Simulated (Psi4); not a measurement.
Reaction (SMILES): C=O (CH2-O) + 2 [H][H] (H2) → C (CH4) + O (H2O)
B3LYP-D3(BJ)/def2-TZVP geometries, fixed; electronic energies without zero-point terms.
Largest species:
```xyz
5

C      0.0000     0.0000     0.0000
H      0.6205     0.6269     0.6390
H     -0.6429    -0.6249     0.6185
H      0.6369    -0.6328    -0.6166
H     -0.6146     0.6308    -0.6409
```

Basis-set convergence of the energy of full hydrogenation at HF with Psi4. Cartesian d functions, on some or all atoms, in 6-31G*, 6-31G**, 6-31+G*; all else is spherical. Density fitting with the program's default auxiliary sets. Psi4's default fitting sets serve the pcseg sets less well. No added dispersion term, no relativity. Functions are those of the species that has most. Reference: the value in aug-cc-pVQZ, -58.50 kcal/mol, itself unsure by roughly 0.17 kcal/mol (its mean distance from def2-QZVPPD, def2-QZVPP, cc-pVQZ). Deviations are taken from unrounded values.

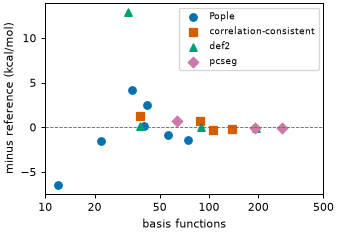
Figure: Deviation from the reference against the number of basis functions, by family of sets.

| basis | functions | energy of full hydrogenation (kcal/mol) | minus reference (kcal/mol) |
|---|---|---|---|
| STO-3G | 12 | -64.98 | -6.47 |
| 3-21G | 22 | -60.08 | -1.57 |
| def2-SV(P) | 32 | -45.55 | 12.96 |
| 6-31G* | 34 | -54.35 | 4.16 |
| cc-pVDZ | 38 | -57.24 | 1.26 |
| def2-SVP | 38 | -58.41 | 0.10 |
| 6-31G** | 40 | -58.40 | 0.10 |
| 6-31+G* | 42 | -56.00 | 2.50 |
| 6-311+G** | 56 | -59.41 | -0.90 |
| aug-pcseg-1 | 64 | -57.80 | 0.70 |
| 6-311++G(2d,2p) | 74 | -59.91 | -1.41 |
| cc-pVTZ | 88 | -57.86 | 0.64 |
| def2-TZVPP | 90 | -58.47 | 0.04 |
| jun-cc-pV(T+d)Z | 106 | -58.85 | -0.35 |
| aug-cc-pVTZ | 138 | -58.75 | -0.25 |
| pcseg-3 | 192 | -58.58 | -0.07 |
| def2-QZVPPD | 195 | -58.57 | -0.07 |
| aug-pcseg-3 | 281 | -58.60 | -0.09 |
